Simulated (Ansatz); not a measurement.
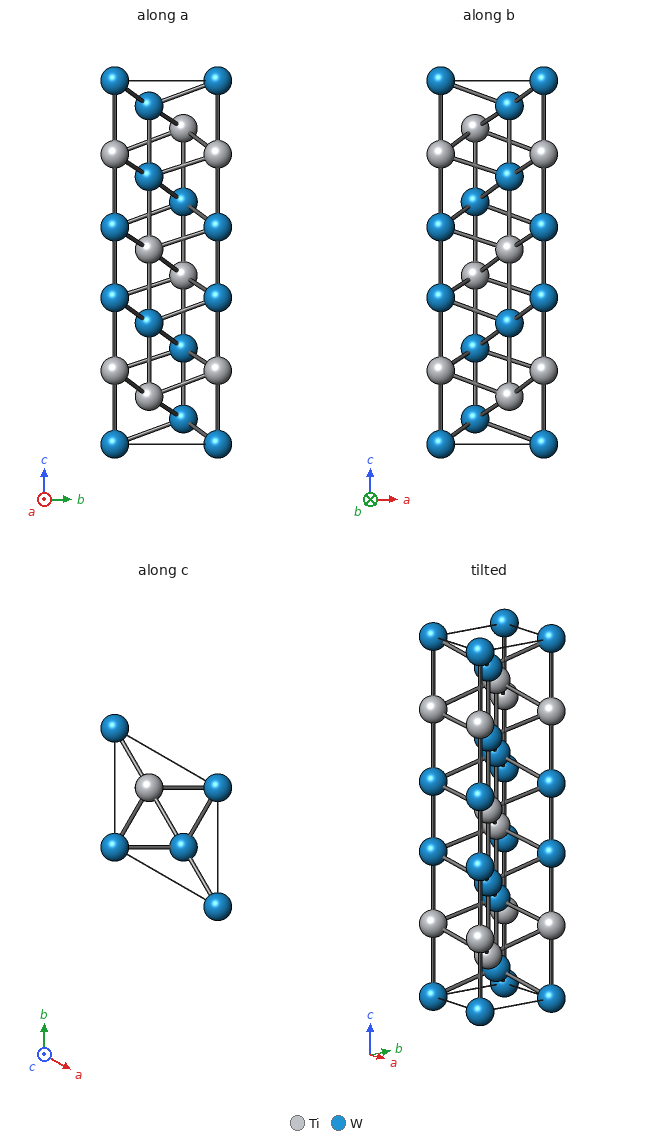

Shown here is a ball-and-stick view of the crystal, taken along the a axis, along the b axis, along the c axis and slightly off an axis. Lines trace the edges of the conventional unit cell.

Lattice parameters: a = 4.5069 Å, b = 4.5069 Å, c = 13.7743 Å, α = 90.000°, β = 90.000°, γ = 120.000°.

> Give the structure in the form of a CIF in P1 with every atom of the cell, with free fractional coordinates to two decimals.

```cif
data_structure
_symmetry_space_group_name_H-M 'P 1'
_symmetry_Int_Tables_number 1
_cell_length_a 4.5069
_cell_length_b 4.5069
_cell_length_c 13.7743
_cell_angle_alpha 90.000
_cell_angle_beta 90.000
_cell_angle_gamma 120.000
_cell_volume 242.30
loop_
_atom_site_label
_atom_site_type_symbol
_atom_site_fract_x
_atom_site_fract_y
_atom_site_fract_z
_atom_site_occupancy
Ti1 Ti 0.00 0.00 0.80 1
Ti2 Ti 0.3333 0.6667 0.87 1
W1 W 0.6667 0.3333 0.74 1
W2 W 0.6667 0.3333 0.93 1
W3 W 0.00 0.00 0.00 1
Ti3 Ti 0.6667 0.3333 0.13 1
Ti4 Ti 0.00 0.00 0.20 1
W4 W 0.3333 0.6667 0.07 1
W5 W 0.3333 0.6667 0.26 1
W6 W 0.6667 0.3333 0.3333 1
Ti5 Ti 0.3333 0.6667 0.46 1
Ti6 Ti 0.6667 0.3333 0.54 1
W7 W 0.00 0.00 0.40 1
W8 W 0.00 0.00 0.60 1
W9 W 0.3333 0.6667 0.6667 1
```

Source of the structure: a structure type filled with these elements by a generator (whether the compound takes this form wasn't checked). Earlier steps of the study, as a rule a relaxation of our own, may have changed the cell and positions, so they can lie some per cent off the listed ones. It was set up as input for a calculation with Ansatz.
